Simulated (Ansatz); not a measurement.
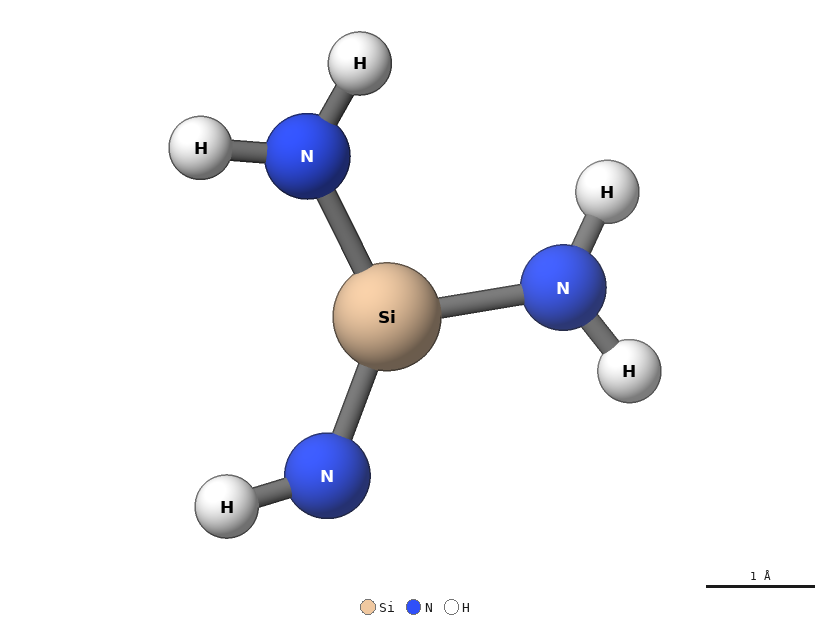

Give the formula.

Answer. H5N3Si, 9 atoms: 5 hydrogen, 3 nitrogen and 1 silicon.

Count the bonded pairs by element.

Answer. 5 N–H, 3 N–Si. Sticks follow a distance rule.

More results for the same structure follow; atom numbers are the same in all pictures, views and colours differ. The computed structure is the end point of a PBE0-D4/def2-TZVP optimisation.

**Geometry**

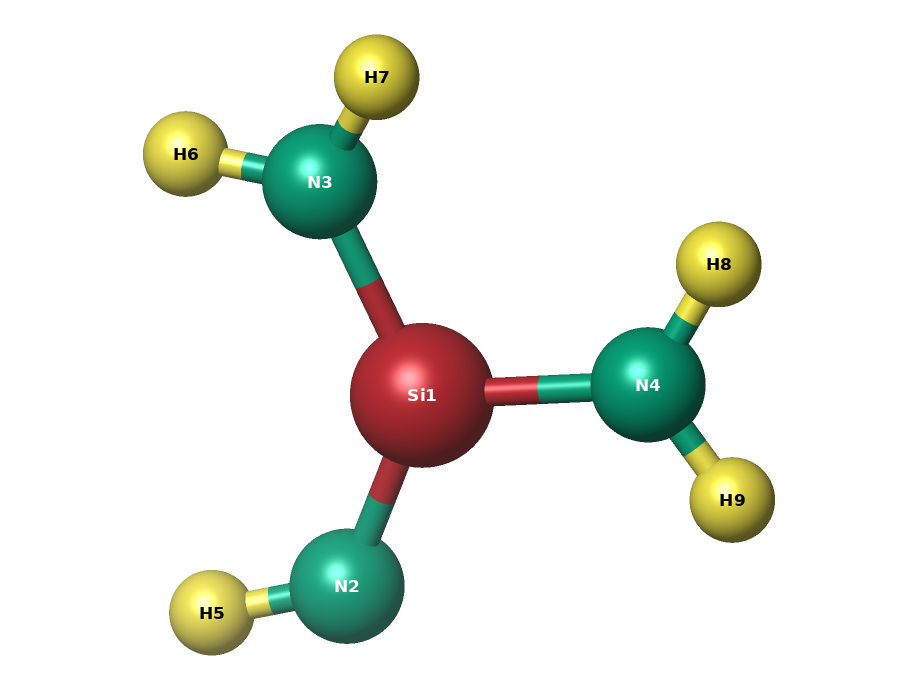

Numbered structure.

Estimate the angles N2–Si1–N3, N2–Si1–N4, N3–Si1–N4, Si1–N2–H5, Si1–N3–H6, Si1–N3–H7, Si1–N4–H8, Si1–N4–H9.

```csv
angle,degrees
N2–Si1–N3,132.8
N2–Si1–N4,119.2
N3–Si1–N4,108.0
Si1–N2–H5,125.8
Si1–N3–H6,121.6
Si1–N3–H7,124.8
Si1–N4–H8,125.0
Si1–N4–H9,119.8
```

**Electronic properties**

Level of theory: RKS PBE-D4/def2-TZVPP (Ansatz 0.2.0).

What is the dispersion correction?

Answer. −17.1 kJ/mol.

**Dipole moment**

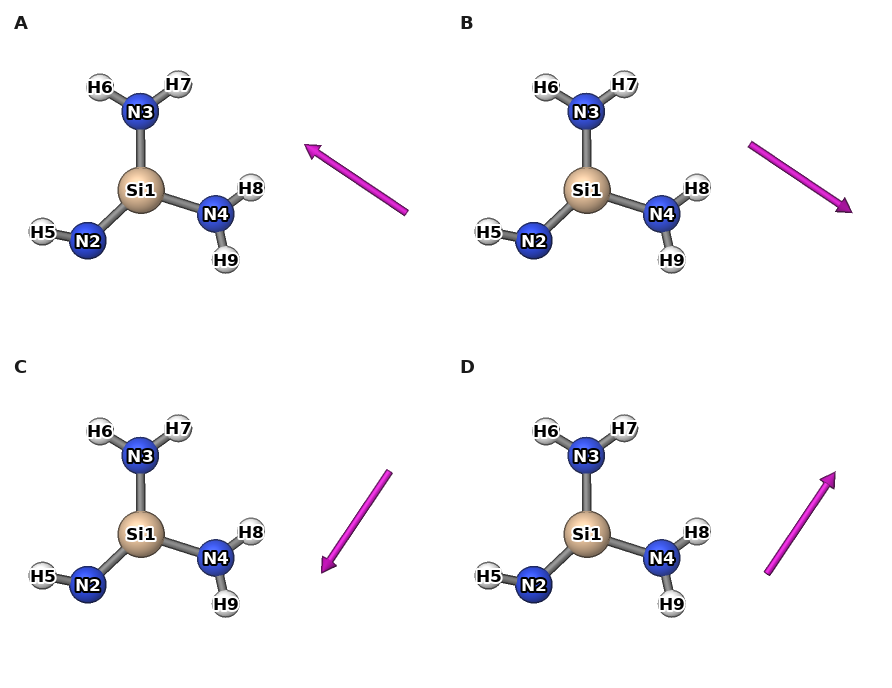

The same molecule four times, each with an arrow. Level of theory: RKS PBE0-D4/def2-TZVP (Ansatz 0.2.0).

Which arrow points along the dipole moment, from the negative to the positive end?

Answer. D. The dipole moment is 4.24 D; it points from the side of H5 to the side of H7 (the outermost atoms at the two ends).

**Thermal motion**

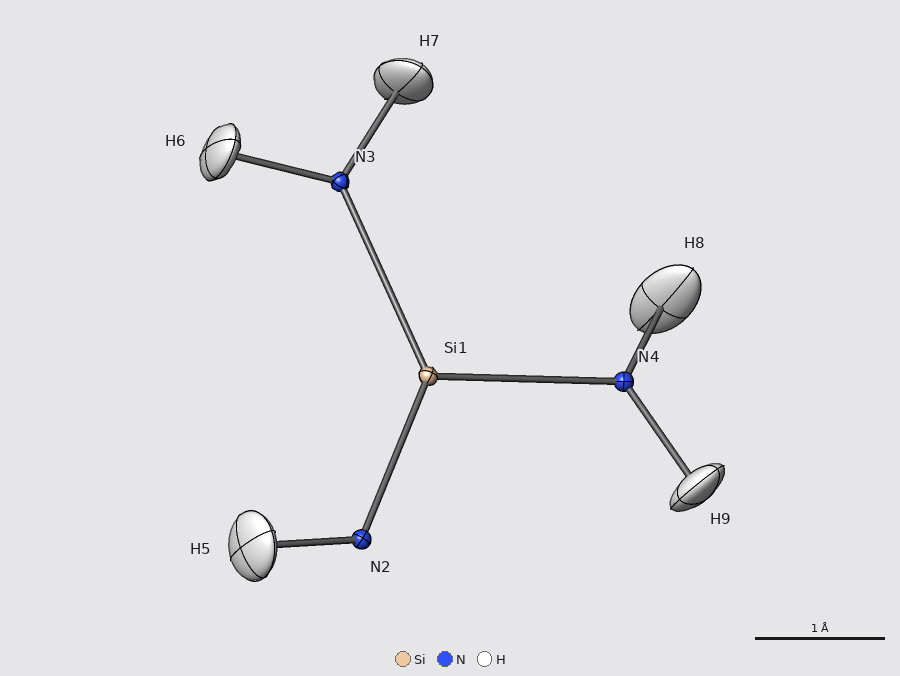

Displacement ellipsoids at the 50 % level, from the internal vibrations of the free molecule (harmonic, no overall translation or rotation; no half-axis is drawn under 0.075 Å). Vibrations computed with RKS PBE0-D4/def2-TZVP (Ansatz 0.2.0). Temperature: 0 K (zero-point motion alone).

Which atom moves most?

Answer. H8, with U_eq = 0.0363 Å².

Does H8 move more along its bond or across it?

Answer. Across it: the root-mean-square amplitude is 0.074 Å along the bond and up to 0.289 Å across, since bending and torsion are softer than stretching.

List U_eq and the three principal root-mean-square amplitudes for each kind of atom.

```json
{"atom": "Si1", "U_eq (Å²)": "0.00076", "rms amplitudes (Å)": "0.023, 0.025, 0.034"}
{"atom": "N2", "U_eq (Å²)": "0.0013", "rms amplitudes (Å)": "0.033, 0.035, 0.042"}
{"atom": "N3", "U_eq (Å²)": "0.0013", "rms amplitudes (Å)": "0.033, 0.036, 0.039"}
{"atom": "N4", "U_eq (Å²)": "0.0013", "rms amplitudes (Å)": "0.032, 0.036, 0.040"}
{"atom": "H5", "U_eq (Å²)": "0.0250", "rms amplitudes (Å)": "0.075, 0.174, 0.197"}
{"atom": "H6", "U_eq (Å²)": "0.0240", "rms amplitudes (Å)": "0.075, 0.140, 0.216"}
{"atom": "H7", "U_eq (Å²)": "0.0326", "rms amplitudes (Å)": "0.074, 0.142, 0.269"}
{"atom": "H8", "U_eq (Å²)": "0.0363", "rms amplitudes (Å)": "0.074, 0.142, 0.289"}
{"atom": "H9", "U_eq (Å²)": "0.0225", "rms amplitudes (Å)": "0.075, 0.142, 0.204"}
```

**Charges**

The questions are on Mulliken charges. Level of theory: RKS PBE0-D4/def2-TZVP (Ansatz 0.2.0).

Which atom carries the highest charge (most positive or least negative)?

Answer. Si1 (0.67 e).

And the lowest?

Answer. N2 (−0.65 e).

Give the Mulliken charges atom by atom.

```tsv
atom	value (e)
Si1	0.67
N2	−0.65
N3	−0.61
N4	−0.62
H5	0.21
H6	0.25
H7	0.24
H8	0.24
H9	0.26
```

Mulliken values depend strongly on the basis set and can even reverse the polarity of a bond.
